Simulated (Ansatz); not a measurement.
**SiC (P6_3mc): converging the G0W0 gap**

Wanted: a G0W0 gap for SiC (P6_3mc) that is converged in bands and cutoff, or an estimate of the limit.

Program: Ansatz 0.2.0. Level of theory: G0W0 on PBE, plane waves, PAW. Results are calculated unless marked as measured.

## Step 1: Starting point

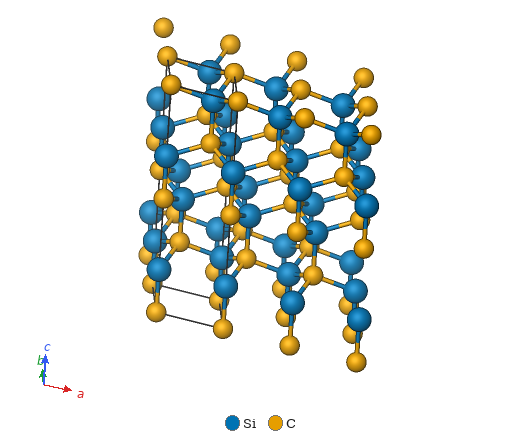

The starting structure, seen slightly off an axis (silicon blue, carbon orange). 3×2×1 cells are drawn. Bonds to atoms that aren't drawn are left out. Some periodic images of atoms are drawn too.

The cell and positions are those that the Materials Project relaxed with its own functionals (PBE, PBE+U or r2SCAN), kept fixed.

## Step 2: 216 empty bands, screening to 110 eV

G0W0 replaces the xc potential by the self-energy, built once from these orbitals. Only a window of levels is corrected, while the sums run over the empty bands that the input names. This step takes hard PAW files.

Contents of input.yaml:

```yaml
crystal:
  lattice:
    - [3.0756941497, 0.0, 0.0]
    - [-1.5378470748, 2.6636292679, 0.0]
    - [0.0, 0.0, 10.07064648]
  atoms:
    - { symbol: Si, position: [0.66666667, 0.33333333, 0.93784198] }
    - { symbol: Si, position: [0.33333333, 0.66666667, 0.43784198] }
    - { symbol: Si, position: [0.0, 0.0, 0.68789438] }
    - { symbol: Si, position: [0.0, 0.0, 0.18789438] }
    - { symbol: C, position: [0.66666667, 0.33333333, 0.74980259] }
    - { symbol: C, position: [0.33333333, 0.66666667, 0.24980259] }
    - { symbol: C, position: [0.0, 0.0, 0.50046005] }
    - { symbol: C, position: [0.0, 0.0, 0.00046005] }
kpoints:
  mp_grid: { grid: [9, 9, 2] }
hamiltonian:
  xc: pbe
  pseudopotentials: { kind: paw, source: ansatz }
scf:
  occupations: { method: fixed }
gw:
  n_empty_bands: 216
  ecut_chi: 110.0
  qp_bands: [v2, c2]
  qp_kpoints: band_edges
  screening: { model: contour_deformation }
```

On the command line:

```bash
$ ansatz run input.yaml --threads 3 --pin off --max-ram 92160MiB --backend cuda --events-out ev --progress --plain --runs-dir out --devices 1 --max-vram 13GiB  # rebuilt from the run's record
```

Numbers of over 12 decimals in the logs are rounded to 6 here.

The program printed:

```text
GPUs: using 1 of 1 available (devices: 1).
Engine: ansatz 0.2.0, x86_64-unknown-linux-gnu
Pseudopotentials: kind: paw
Pseudopotential: Si, paw, valence charge 4, recommended cutoff 460 eV (normal), Si.paw.azcp
Pseudopotential: C, paw, valence charge 4, recommended cutoff 820 eV (normal), C.paw.azcp
Functional definition: PBE
  parameter kappa = 0.804
  parameter beta = 0.066725
  exchange = pbe_x(kappa = kappa, mu = beta*pi^2/3)
  correlation = pbe_c(beta = beta)
device memory: the entry about to start is reckoned to put 1.6 GiB on a device that reports 28.2 GiB free (of which the cap on the GPU budget leaves the run 13.0 GiB)
GPU FFT provider: cuFFT
GPU libraries: cuBLAS 13.8.2, cuFFT 12.4.0, cuSOLVER 12.3.4
Crystal: 8 atoms, lattice volume = 82.504 Å³
Basis set: ecut = 820 eV, 4373 PW (Γ)
Bands: 24, of which v1, the nominal top of the filled ones, is band 16 counted from 1 (15 counted from 0)
Symmetry: 12 space group operations
Space group: P63mc (ITA 186), of the structure as read, at distance tolerance 4.4e-5 Å
k-points: 24 of 162
Non-local potential: Si, projectors of the file, l = 0: 2, l = 1: 3, l = 2: 1
Non-local potential: C, projectors of the file, l = 0: 2, l = 1: 2
PAW form: soft (Blöchl's): semilocal exchange-correlation on the pseudo side does not see the compensation charge
PAW one-centre angular grid: Si, 110 points (default); XC on 64 Gauss nodes
PAW one-centre angular grid: C, 110 points (default); XC on 64 Gauss nodes
Initial density: superposition of atomic densities (chi_scale 0.1, normalization cell, long waves kept (reshape's long-wave potential 0.00 eV rms))
Initial wavefunctions: pseudopotential atomic-orbital guess
GPU buffer pool allocated for 86400 grid points (all kernels)
GPU transforms: local potential and band sums: pruned to the plane-wave sphere, on 30×30×96
Functional: x = pbe(κ = 0.804, μ = 0.219515), c = pbe(β = 0.066725)
SCF iter   1: F=—  HF=-3554.425898 eV  |F-HF|=—  |Δ(HF+E_count)|=         —  Δρ=1.41e-1  dr2=1.97e1  ethr=3.10e-3  ⟨swp⟩=5.4  Hψ=2861  notcnv=0  defer=128
preconditioner: auto → none  [insulator: Δε(μ)=4.128 eV  Ē_g=12.842 eV  n_scr=6 (ndim 8)  ℏωp=23.1 eV  f_vac=0.000  ε∞_Penn≈4.2]
SCF iter   2: F=—  HF=-3548.599779 eV  |F-HF|=—  |Δ(HF+E_count)|=    5.83e0  Δρ=4.92e-2  dr2=1.25e0  ethr=3.10e-3  ⟨swp⟩=5.1  Hψ=1690  notcnv=0  defer=140
SCF iter   3: F=—  HF=-3548.291105 eV  |F-HF|=—  |Δ(HF+E_count)|=   3.09e-1  Δρ=1.97e-2  dr2=1.63e-1  ethr=3.10e-3  ⟨swp⟩=2.7  Hψ=1111  notcnv=0  defer=141
SCF iter   4: F=—  HF=-3548.284032 eV  |F-HF|=—  |Δ(HF+E_count)|=   7.07e-3  Δρ=1.43e-3  dr2=1.45e-3  ethr=5.10e-4  ⟨swp⟩=2.0  Hψ=529  notcnv=0  defer=143
SCF iter   5: F=—  HF=-3548.284278 eV  |F-HF|=—  |Δ(HF+E_count)|=   2.46e-4  Δρ=3.38e-4  dr2=1.29e-4  ethr=4.53e-6  ⟨swp⟩=2.0  Hψ=865  notcnv=0  defer=144
SCF iter   6: F=—  HF=-3548.284256 eV  |F-HF|=—  |Δ(HF+E_count)|=   2.22e-5  Δρ=1.78e-4  dr2=1.20e-5  ethr=4.04e-7  ⟨swp⟩=2.0  Hψ=757  notcnv=0  defer=140
SCF iter   7: F=—  HF=-3548.284260 eV  |F-HF|=—  |Δ(HF+E_count)|=   4.78e-6  Δρ=3.57e-5  dr2=8.44e-7  ethr=3.74e-8  ⟨swp⟩=2.1  Hψ=917  notcnv=0  defer=130
SCF iter   8: F=—  HF=-3548.284261 eV  |F-HF|=—  |Δ(HF+E_count)|=   8.53e-8  Δρ=1.39e-5  dr2=1.81e-7  ethr=3.13e-10  ⟨swp⟩=13.4  Hψ=3548  notcnv=0
SCF iter   9: F=-3548.284260 eV  HF=-3548.284260 eV  |F-HF|=4.18e-10  |Δ(HF+E_count)|=   4.02e-8  Δρ=3.98e-6  dr2=6.91e-9  ethr=3.13e-10  ⟨swp⟩=3.0  Hψ=1219  notcnv=0
SCF 1 converged in 9 iterations: F = -3548.284260 eV  dr2 = 6.91e-9
  greatest PAW one-centre occupation: 0.487 electrons in one spin orbital (limit 2), on the Si atom at site 3 (counted from 0), in its partial waves of l = 0
device memory: the entry about to start is reckoned to put 1.6 GiB (of the 1.8 GiB reckoned in all, the device holds 0.2 GiB already) on a device that reports 27.2 GiB free (of which the cap on the GPU budget leaves the run 12.8 GiB)
NSCF: frozen V_eff on 24 k-points, pencils in batches of 32, up to order 96
the band table was solved once the SCF had ended and its energy, with any forces and stress, was formed, with the checks that follow a solve (3060 applications of the Hamiltonian). They found nothing against the state; the energy, forces and stress were not computed again (output.eigenvalues in the input reference)
device memory: the entry about to start is reckoned to put 5.1 GiB on a device that reports 27.9 GiB free (of which the cap on the GPU budget leaves the run 13.0 GiB)
NSCF: frozen V_eff on 24 k-points
G₀W₀ screening: q 1/24
[... further progress lines ...]
device memory: the entry about to start is reckoned to put 0.6 GiB on a device that reports 27.2 GiB free (of which the cap on the GPU budget leaves the run 13.0 GiB)
NSCF: frozen V_eff on 1 k-points
device memory: the entry about to start is reckoned to put 0.6 GiB on a device that reports 27.2 GiB free (of which the cap on the GPU budget leaves the run 13.0 GiB)
NSCF: frozen V_eff on 1 k-points
SCF converged after 9 iterations
Free energy (F): -3548.284260 eV
Harris-Foulkes:  -3548.284260 eV  (|F-HF|=4.18e-10)
Internal energy: -3548.284260 eV  (E = F + TS)
E sigma→0 (E₀):  -3548.284260 eV
Fermi energy:    9.614807 eV
--- Per-component energies (eV) ---
  E_band       = 116.511705
  E_kinetic    = 600.069509
  E_local      = -442.958128  (includes V_loc(G=0)·N_el)
  E_nonlocal   = 174.528646
  E_hartree    = 127.639285
  E_xc         = -452.475230
  E_vxc        = -439.448505  (∫ρ·V_xc dr)
  E_paw        = -2415.567012  (= ΣΔE_a)
  E_vpaw       = -30.958989  (= ΣTr[D̂ρ^β])
  E_aug_tail   = -0.000021  (compensation charges beyond the density's cutoff)
  E_ewald      = -1139.521310
  E_smearing   = -0.000000  (= −TS)
  E_closure    = 0.000000  (closes the sum)
  Σ components = -3548.284260   (vs F -3548.284260, Δ=0.00e0)
--- Band table (eV; the first three rows and the last of 24) ---
  k-point 0: bands = [... 12 lower, 9.0295, 9.5618, 9.6148, 9.6148, 14.7223, 15.2996, 15.9166, 15.9450, ... 4 higher]
  k-point 1: bands = [... 12 lower, 9.4078, 9.4078, 9.4078, 9.4078, 14.9302, 14.9302, 16.3883, 16.3883, ... 4 higher]
  k-point 2: bands = [... 12 lower, 8.7365, 8.8460, 9.4170, 9.5154, 14.9965, 15.6326, 15.6784, 16.2607, ... 4 higher]
  k-point 23: bands = [... 12 lower, 6.8564, 6.8564, 7.1584, 7.1584, 12.8569, 12.8569, 16.3039, 16.3039, ... 4 higher]
--- G₀W₀: contour deformation, 6 samples at zero and on the imaginary axis and 1 off it, 162 q-points, 216 empty bands' worth ---
  eigenvalues of the whole cell's RPA ε∞ on this k-mesh (on a slab, of 1 + 4πα/V) = 6.6517, 6.6517, 6.9340; static W/v taken at q = 0 is 0.147732
  bands read: the sum over 232 bands ends inside a degenerate multiplet in 2 slots, whose members it reads at an even weight; the widest, k=1: bands 231 to 234 (counted from 1) at 2/4 each
  gw.qp_kpoints: band_edges: 14 of 24 stored k-points solved, in 1 pass; an edge of the gap read off the rows below is read off those points alone
    valence top: of the k-points left out ik 11 came nearest to being solved in a further pass, in band 15 (counted from 1, as in the quasiparticle table): it holds the edge there only if its correction is more favourable than any solved in that band by at least 0.784 eV; those differ by 0.278 eV
    conduction bottom: of the k-points left out ik 14 came nearest to being solved in a further pass, in band 17 (counted from 1, as in the quasiparticle table): it holds the edge there only if its correction is more favourable than any solved in that band by at least 0.817 eV; those differ by 0.252 eV
    ik  band        ε_KS         Σx   Σc(E_QP)       V_xc       Z   E_QP_lin       E_QP  E_QP is
     0    15      9.6148   -18.2465     2.1229   -15.7459  0.7910     9.2361     9.2371  root
     0    16      9.6148   -18.2465     2.1229   -15.7459  0.7910     9.2361     9.2371  root
     0    17     14.7223    -9.1169    -4.6924   -14.4536  0.8037    15.3699    15.3666  root
     0    18     15.2996    -8.9527    -4.8261   -14.4260  0.8008    15.9504    15.9467  root
     1    15      9.4078   -18.2939     2.1791   -15.7106  0.7902     9.0025     9.0036  root
     1    16      9.4078   -18.2939     2.1791   -15.7106  0.7902     9.0025     9.0036  root
     1    17     14.9302    -9.0633    -4.7365   -14.4467  0.8028    15.5804    15.5771  root
     1    18     14.9302    -9.0633    -4.7365   -14.4467  0.8028    15.5804    15.5771  root
     2    15      9.4170   -18.2372     2.1417   -15.6962  0.7902     9.0167     9.0178  root
     2    16      9.5154   -18.3503     2.1585   -15.8002  0.7905     9.1228     9.1239  root
     2    17     14.9965    -8.0791    -4.7486   -13.4339  0.8039    15.6057    15.6027  root
     2    18     15.6326    -8.3463    -4.8714   -13.8591  0.8010    16.2779    16.2741  root
     3    15      9.2503   -18.3484     2.2230   -15.7009  0.7896     8.8245     8.8258  root
     3    16      9.2503   -18.3484     2.2230   -15.7009  0.7896     8.8245     8.8258  root
     3    17     15.1577    -8.0701    -4.7878   -13.4680  0.8030    15.7709    15.7677  root
     3    18     15.1577    -8.0701    -4.7878   -13.4680  0.8030    15.7709    15.7677  root
     4    15      8.9492   -18.2097     2.2254   -15.5329  0.7887     8.4964     8.4979  root
     4    16      9.1709   -18.4537     2.2570   -15.7618  0.7891     8.7346     8.7359  root
     4    17     13.7192    -7.3834    -4.4630   -12.3362  0.8119    14.2108    14.2090  root
     4    18     14.3088    -7.1727    -4.6214   -12.3154  0.8071    14.8324    14.8301  root
     5    15      8.8183   -18.3940     2.3368   -15.5819  0.7878     8.3413     8.3430  root
     5    16      8.8183   -18.3940     2.3368   -15.5819  0.7878     8.3413     8.3430  root
     5    17     13.8805    -7.3595    -4.5131   -12.3647  0.8109    14.3744    14.3726  root
     5    18     13.8805    -7.3595    -4.5131   -12.3647  0.8109    14.3744    14.3726  root
[...]
22    15      6.7391   -17.8790     2.7572   -14.4656  0.7763     6.0781     6.0828  root
    22    16      7.9394   -18.6760     2.5939   -15.5205  0.7828     7.3750     7.3778  root
    22    17     13.5909    -6.9907    -4.3325   -11.8057  0.8101    14.0752    14.0735  root
    22    18     13.5909    -6.9907    -4.3325   -11.8057  0.8101    14.0752    14.0735  root
    23    15      7.1584   -18.3152     2.7628   -14.9189  0.7780     6.5208     6.5249  root
    23    16      7.1584   -18.3152     2.7628   -14.9189  0.7780     6.5208     6.5249  root
    23    17     12.8569    -6.7543    -4.2462   -11.4219  0.8163    13.2794    13.2782  root
    23    18     12.8569    -6.7543    -4.2462   -11.4219  0.8163    13.2794    13.2782  root
```

The job ended after 33 s (1 × NVIDIA H100 80GB HBM3 (shared by 6 runs) with 3 threads of AMD EPYC 7R13 (Zen 3), shared host; peak memory 1.7 GiB; 55 s of CPU time).

This step gave:

* bands summed: 232
* RPA ε∞ on this mesh (eigenvalues): 6.652, 6.652, 6.934
* plane waves in the screening matrix: 227
* q-points in the mesh: 162
* G0W0 gap on the mesh: 3.112 eV
* k of the valence top: 0, 0, 0
* k of the conduction bottom: 0, 0.4444, 0
* starting gap on the mesh: 2.340 eV
* Z at the valence top: 0.7910
* Z at the conduction bottom: 0.8155
* least direct G0W0 gap on the computed points: 4.335 eV

The gap on the mesh goes from 2.34 eV to 3.11 eV, a correction of +0.77 eV. Between the two edge states, bare exchange in place of the xc potential would open the gap by 6.92 eV, and correlation takes back 6.15 eV.

## Step 3: 490 empty bands, screening to 190 eV

Another rung: the empty bands reach about as high as the screening cutoff, so the two stay in balance.

Edit input.yaml of step 2 so:

```diff
@@ -22,4 +22,4 @@
 gw:
-  n_empty_bands: 216
-  ecut_chi: 110.0
+  n_empty_bands: 490
+  ecut_chi: 190.0
   qp_bands: [v2, c2]
```

The program printed:

```text
GPUs: using 1 of 1 available (devices: 1).
[...]
GPU FFT provider: cuFFT
GPU libraries: cuBLAS 13.8.2, cuFFT 12.4.0, cuSOLVER 12.3.4
Crystal: 8 atoms, lattice volume = 82.504 Å³
Basis set: ecut = 820 eV, 4373 PW (Γ)
Bands: 24, of which v1, the nominal top of the filled ones, is band 16 counted from 1 (15 counted from 0)
Symmetry: 12 space group operations
[...]
k-points: 24 of 162
[...]
GPU buffer pool allocated for 86400 grid points (all kernels)
[...]
SCF iter   1: F=—  HF=-3554.425898 eV  |F-HF|=—  |Δ(HF+E_count)|=         —  Δρ=1.41e-1  dr2=1.97e1  ethr=3.10e-3  ⟨swp⟩=5.4  Hψ=2861  notcnv=0  defer=128
[...]
SCF iter   9: F=-3548.284260 eV  HF=-3548.284260 eV  |F-HF|=4.18e-10  |Δ(HF+E_count)|=   4.02e-8  Δρ=3.98e-6  dr2=6.91e-9  ethr=3.13e-10  ⟨swp⟩=3.0  Hψ=1219  notcnv=0
SCF 1 converged in 9 iterations: F = -3548.284260 eV  dr2 = 6.91e-9
[...]
NSCF: frozen V_eff on 24 k-points, pencils in batches of 32, up to order 96
[...]
NSCF: frozen V_eff on 24 k-points
G₀W₀ screening: q 1/24
[... further progress lines ...]
[...]
SCF converged after 9 iterations
Free energy (F): -3548.284260 eV
[...]
Internal energy: -3548.284260 eV  (E = F + TS)
E sigma→0 (E₀):  -3548.284260 eV
Fermi energy:    9.614807 eV
[...]
--- Band table (eV; the first three rows and the last of 24) ---
  k-point 0: bands = [... 12 lower, 9.0295, 9.5618, 9.6148, 9.6148, 14.7223, 15.2996, 15.9166, 15.9450, ... 4 higher]
  k-point 1: bands = [... 12 lower, 9.4078, 9.4078, 9.4078, 9.4078, 14.9302, 14.9302, 16.3883, 16.3883, ... 4 higher]
  k-point 2: bands = [... 12 lower, 8.7365, 8.8460, 9.4170, 9.5154, 14.9965, 15.6326, 15.6784, 16.2607, ... 4 higher]
  k-point 23: bands = [... 12 lower, 6.8564, 6.8564, 7.1584, 7.1584, 12.8569, 12.8569, 16.3039, 16.3039, ... 4 higher]
[...]
0    15      9.6148   -18.2465     1.8281   -15.7459  0.7887     8.9392     8.9423  root
     0    16      9.6148   -18.2465     1.8281   -15.7459  0.7887     8.9392     8.9423  root
     0    17     14.7223    -9.1169    -4.8905   -14.4536  0.8024    15.1700    15.1684  root
     0    18     15.2996    -8.9527    -5.0206   -14.4260  0.7995    15.7540    15.7523  root
     1    15      9.4078   -18.2939     1.8898   -15.7106  0.7880     8.7108     8.7143  root
     1    16      9.4078   -18.2939     1.8898   -15.7106  0.7880     8.7108     8.7143  root
     1    17     14.9302    -9.0633    -4.9335   -14.4467  0.8015    15.3817    15.3801  root
     1    18     14.9302    -9.0633    -4.9335   -14.4467  0.8015    15.3817    15.3801  root
[...]
23    15      7.1584   -18.3152     2.5313   -14.9189  0.7763     6.2853     6.2934  root
    23    16      7.1584   -18.3152     2.5313   -14.9189  0.7763     6.2853     6.2934  root
    23    17     12.8569    -6.7543    -4.3790   -11.4219  0.8157    13.1460    13.1455  root
    23    18     12.8569    -6.7543    -4.3790   -11.4219  0.8157    13.1460    13.1455  root
```

The job ended after 64 s (1 × NVIDIA H100 80GB HBM3 (shared by 6 runs) with 3 threads; peak memory 2.9 GiB).

This step gave:

* bands summed: 506
* RPA ε∞ on this mesh (eigenvalues): 6.645, 6.645, 6.926
* plane waves in the screening matrix: 497
* q-points in the mesh: 162
* G0W0 gap on the mesh: 3.260 eV
* k of the valence top: 0, 0, 0
* k of the conduction bottom: 0, 0.4444, 0
* starting gap on the mesh: 2.340 eV
* Z at the valence top: 0.7887
* Z at the conduction bottom: 0.8148
* least direct G0W0 gap on the computed points: 4.459 eV

Against the run with 9×9×2 mesh, 216 empty bands, screening to 110 eV, hard PAW files, the gap moves by +0.15 eV.

[end of part 1 of 2]

[Paths, hosts, dates, memory and timing lines, banners, echoed tables and standing remarks are left out of the program output.]

[Logs are printed without paths, hosts, clocks, repeated set-up lines and the standing remarks that a program may print on its own settings, such as how far it seeks lower states.]

[Runs of the session that timed out or met a known fault of the program may be left out.]

[Cells called generated may have been cut or substituted from an entry of the Crystallography Open Database or the Materials Project.]

[Hosts, paths, dates, database ids (printed as entryN), source tags and the programs' standing remarks are cut or masked in the printed files.]
